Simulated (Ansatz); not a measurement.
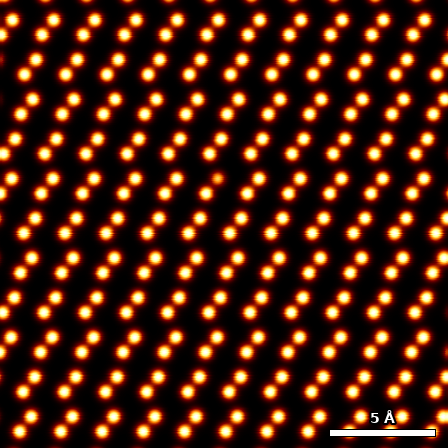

Z-contrast image of Ga (Cmce, No. 64) along [111]. The image is simulated as a sum over atoms of Z^1.6, blurred by a 0.54 Å probe (no channelling). The probe carries 15 % of its weight in a tail 2.5 times as wide. A slight drift was added.

The sample is 3 repeats (29.7 Å) thick. One point defect was put into the perfect crystal, without relaxing the atoms around it. Brightness is counted from the darkest point of the image. Host structure: the end point of a relaxation with Ansatz 0.2.0, DFT PBEsol, scalar-relativistic, plane waves, PAW.

Question: Where is the defect (in Å from the left and the top edge), and what does its contrast suggest?

Answer: At about 11 Å from the left and 9 Å from the top. The column is dimmer, which points to a vacancy or a lighter atom. The column holds 3 atoms (Ga) through the sample, and one Ga atom is missing, so its peak drops to about 65 % of that of its equals.
